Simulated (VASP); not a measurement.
Band structure of RbCl (rock salt). Level of theory: rev-vdW-DF2, VASP's PBE PAW potentials (set 64) (plane waves; VASP).

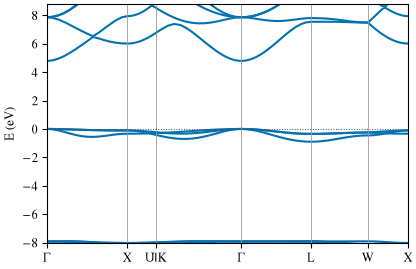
Figure: Bands along high-symmetry lines, zero at the valence-band maximum or, without a gap, the Fermi level

Problem. Read the plot: is there a gap, and where are the band edges?

Solution. The gap is direct, 4.79 eV, from the valence maximum at Γ to the conduction minimum at Γ. (Edges off the drawn lines would not show.)

Measured: gap 8.50 eV (computed value off by -3.71 eV), as given by Aguado et al., (1998), arXiv:cond-mat/9809176.

The compound is RbCl in the rock salt structure. It was relaxed first.
